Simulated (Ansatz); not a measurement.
**One shape, several levels: NH3 (ammonia)**

Aim: a comparison of 6 runs (BLYP/6-31G, CAM-B3LYP/6-31G, PBE/3-21G, wB97X/3-21G, CCSDT/6-31G, CCSD/3-21G) of NH3 (ammonia). 

Program for the calculation: Ansatz 0.2.0.

48 further runs of the same task are left out: 48 set aside as unsound or not needed.

## 1. The molecule

NH3: 4 atoms, total charge 0, spin state singlet. As SMILES, `N`. The H2–N1 distance was set to 1.519 Å, away from the relaxed value. At this shape a bond of the SMILES string is far longer than usual.

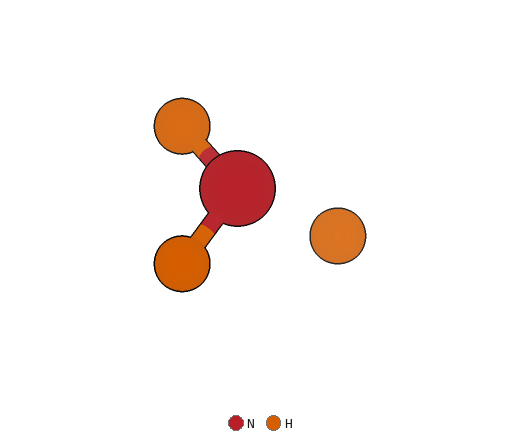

Viewed from a chosen angle; nitrogen red, hydrogen orange.

## 2. The energy at BLYP/6-31G (run 1)

Input file in.yaml:

```yaml
crystal:
  periodic: [false, false, false]
  atoms:
    - {symbol: "N", position_ang: [-0.350120, 0.525135, -0.208218]}
    - {symbol: H, position_ang: [0.490470, -0.301820, 0.749180]}
    - {symbol: H, position_ang: [-1.167690, -0.026275, -0.438058]}
    - {symbol: H, position_ang: [0.186710, 0.629945, -1.060348]}
basis:
  gaussian:
    orbitals: 6-31G
hamiltonian:
  xc: {name: BLYP}
accuracy: high
```

The run is started by

```console
$ ansatz run in.yaml --threads 1 --pin off --max-ram 3480MiB --events-out events.jsonl --progress --plain --runs-dir runs
```

Log:

```text
Warning: RAYON_NUM_THREADS=1 ignored (pool sized by the plan → 1); use --threads N
Functional definition: BLYP
  name "BLYP"
  parameter beta = 0.0042
  parameter a = 0.04918
  parameter b = 0.132
  parameter c = 0.2533
  parameter d = 0.349
  exchange = b88_x(beta = beta)
  correlation = lyp_c(a = a, b = b, c = c, d = d)
349 factors; integrals over basis functions are off by at most 9.2e-9 eV
mean field evaluation 1: about -1527.3759 eV, gradient 6.0e1 eV
mean field evaluation 2: about -1499.3557 eV, gradient 1.0e2 eV
mean field evaluation 4: about -1535.3135 eV, gradient 6.5e0 eV
mean field evaluation 8: about -1535.4979 eV, gradient 8.2e-3 eV
mean field evaluation 16: about -1535.4979 eV, gradient 9.6e-8 eV
mean field -1535.49786561 eV, -56.4285057632 hartree, gradient 3.8e-8 eV, S^2 0.000000; 0 other end points of the search recorded, 0 dependent functions left out
reference -1535.49789577 eV, -56.4285068716 hartree; 5, 5 occupied and 10, 10 virtual orbitals, 349 factors
Total energy: -1535.49789577 eV, -56.4285068716 hartree
```

Wall time 0.26 s (1 thread of Intel Xeon 6975P-C (Granite Rapids), shared host).

## 3. A single-point energy at CAM-B3LYP/6-31G (run 2)

Input file run.yaml:

```yaml
crystal:
  periodic: [false, false, false]
  atoms:
    - {symbol: "N", position_ang: [-0.350120, 0.525135, -0.208218]}
    - {symbol: H, position_ang: [0.490470, -0.301820, 0.749180]}
    - {symbol: H, position_ang: [-1.167690, -0.026275, -0.438058]}
    - {symbol: H, position_ang: [0.186710, 0.629945, -1.060348]}
basis:
  gaussian:
    orbitals: 6-31G
hamiltonian:
  xc: {name: CAM-B3LYP}
accuracy: high
```

The run is started by

```console
$ ansatz run run.yaml --threads 1 --pin off --max-ram 3480MiB --events-out events.jsonl --progress --plain --runs-dir runs
```

Log:

```text
Warning: RAYON_NUM_THREADS=1 ignored (pool sized by the plan → 1); use --threads N
Functional definition: CAM-B3LYP
  name "CAM-B3LYP"
  parameter alpha = 0.19
  parameter beta = 0.46
  parameter omega = 0.33/bohr
  parameter ac = 0.81
  exchange = (1 - alpha - beta)*b88_x + beta*b88_x_sr(omega) + alpha*exact_x + beta*exact_x_lr(omega)
  correlation = (1 - ac)*vwn5_c + ac*lyp_c
349 factors; integrals over basis functions are off by at most 9.2e-9 eV
146 factors; integrals over basis functions are off by at most 1.7e-9 eV
mean field evaluation 1: about -1530.9284 eV, gradient 4.3e1 eV
mean field evaluation 2: about -1528.5585 eV, gradient 5.3e1 eV
mean field evaluation 4: about -1535.1275 eV, gradient 3.4e-1 eV
mean field evaluation 8: about -1535.1230 eV, gradient 2.4e-3 eV
mean field evaluation 16: about -1535.1230 eV, gradient 2.3e-8 eV
mean field -1535.12303266 eV, -56.4147309065 hartree, gradient 2.3e-8 eV, S^2 0.000000; 0 other end points of the search recorded, 0 dependent functions left out
reference -1535.12304360 eV, -56.4147313084 hartree; 5, 5 occupied and 10, 10 virtual orbitals, 349 factors
Total energy: -1535.12304360 eV, -56.4147313084 hartree
```

It took 0.34 s on 1 thread of Intel Xeon 6975P-C (Granite Rapids), shared host.

Runs 3 to 5 aren't shown in full; the table further down has their settings and results.

## 4. A single-point energy at CCSD/3-21G (run 6)

Input file in.yaml:

```yaml
crystal:
  periodic: [false, false, false]
  atoms:
    - {symbol: N, position_ang: [-0.350120, 0.525135, -0.208218]}
    - {symbol: H, position_ang: [0.490470, -0.301820, 0.749180]}
    - {symbol: H, position_ang: [-1.167690, -0.026275, -0.438058]}
    - {symbol: H, position_ang: [0.186710, 0.629945, -1.060348]}
basis:
  gaussian:
    orbitals: 3-21G.json
correlation:
  method: ccsd
  frozen_orbitals: {H: 0, "N": 1}
accuracy: high
scf:
  omitted_lower_state_checks: [cluster_reference, increment]
```

The basis set 3-21G is read from a file made from the Basis Set Exchange's data (not shown).

The run is started by

```console
$ ansatz run in.yaml --threads 1 --pin off --max-ram 3480MiB --events-out events.jsonl --progress --plain --runs-dir runs
```

Log, shortened:

```text
Warning: RAYON_NUM_THREADS=1 ignored (pool sized by the plan → 1); use --threads N
Functional definition: HF
  name "HF"
[...]
290 factors; integrals over basis functions are off by at most 5.0e-9 eV
[...]
mean field -1517.82649314 eV, -55.7790948033 hartree, gradient 2.0e-8 eV, S^2 0.000000; 0 other end points of the search recorded, 0 dependent functions left out; unrestricted orbitals would lower it
1 core orbitals not correlated: weight in the atoms' cores, before any rotation towards them, 1.000 or more for the frozen orbitals, at most 0.000 for the correlated occupied ones
reference -1517.82649314 eV, -55.7790948033 hartree; 4, 4 occupied and 10, 10 virtual orbitals, 290 factors
second order -3.41292969 eV of doubles, -0.00000000 eV of singles
cycle   1  -3.66344717 eV  change   -2.5e-1 eV  update   5.8e-2
[...]
cycle  20  -3.94749630 eV  change   4.7e-10 eV  update  9.8e-10
Total energy: -1521.77398945 eV, -55.9241626167 hartree
Checks for a lower state left out: cluster_reference, increment
```

It took 0.1 s on 1 thread of Intel Xeon 6975P-C (Granite Rapids), shared host.

## 5. Overview of the runs

```csv
run,level,frozen core orbitals,energy (Eh),wall time
1,BLYP/6-31G,–,-56.428507,0.26 s
2,CAM-B3LYP/6-31G,–,-56.414731,0.34 s
3,PBE/3-21G,–,-56.079329,0.28 s
4,wB97X/3-21G,–,-56.129261,1.1 s
5,CCSDT/6-31G,1,-56.218971,0.16 s
6,CCSD/3-21G,1,-55.924163,0.1 s
```

## 6. Summary of results

| quantity | value |
| --- | --- |
| run 6: total energy | -55.92416 Eh |
| run 6: correlation energy (1 core orbital frozen) | -145.1 mEh |
| run 6: T1 diagnostic | 0.012 |

What this shows: Totals of different functionals can't be ranked against each other. In runs 5, 6 the log says that unrestricted orbitals would lower the reference, so the values rest on an unstable closed-shell determinant (other closed-shell runs at this shape may share the fault). All runs together took 2.3 s, the longest 1.1 s.
